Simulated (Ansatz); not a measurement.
```xyz
7

Si   -0.4761   -0.5024   -0.3512
Cl    2.1063    0.9487    1.5188
H     1.4153   -0.0517    1.0111
N    -0.7082    1.1810   -0.5007
H    -1.4347    1.6646   -1.0197
H    -0.0684    1.8193   -0.0329
H    -1.6659   -0.9300   -1.2127
```

The calculation used Ansatz 0.2.0, RKS PBE0-D4/def2-SVP.

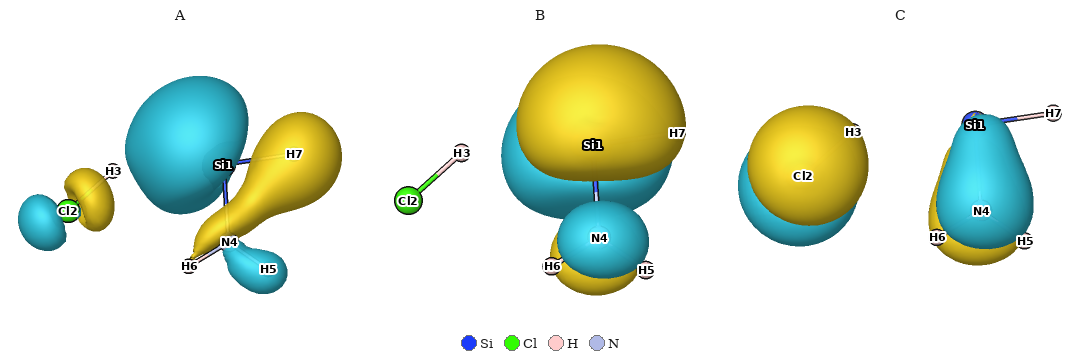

H$_{3}$NSi···HCl. Three frontier orbitals at ±0.1 Å⁻³ᐟ² (yellow and cyan are the two phases), in no order.

Which picture is the HOMO−1, the HOMO and the LUMO?

C is the HOMO−1 (−8.63 eV). It lies mainly on Cl2 (about 60 %) and N4 (about 25 %); it changes sign across the molecular plane (π type). A is the HOMO (−6.76 eV). By Hirshfeld shares it lies mainly on Si1 (about 70 %), H7 (about 15 %) and Cl2 (about 5 %); it is symmetric in the molecular plane (an in-plane orbital: σ, lone-pair or in-plane π type). B is the LUMO (−1.75 eV). It lies mainly on Si1 (about 75 %) and N4 (about 15 %); it changes sign across the molecular plane (π type).

What is the HOMO–LUMO gap?

5.01 eV between the orbital energies.
